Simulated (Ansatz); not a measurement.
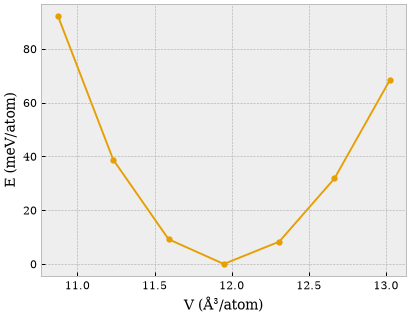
HfC (rock salt, Fm-3m) under volume change, DFT-LDA in the program Ansatz with PAW potentials, scaled uniformly.

**Question.** What does a third-order Birch–Murnaghan fit give for V₀, B₀ and B′?

**Answer.** V₀ = 11.95 Å³/atom, B₀ = 261 GPa, B′ = 4.0.

Symmetry was held in the LDA relaxation; of distortions, only those at the zone centre were tested. No spin polarisation was allowed. Scalar-relativistic: spin–orbit coupling is off unless named, which matters more the heavier the elements.

Potentials: the later of the program's two PAW sets.
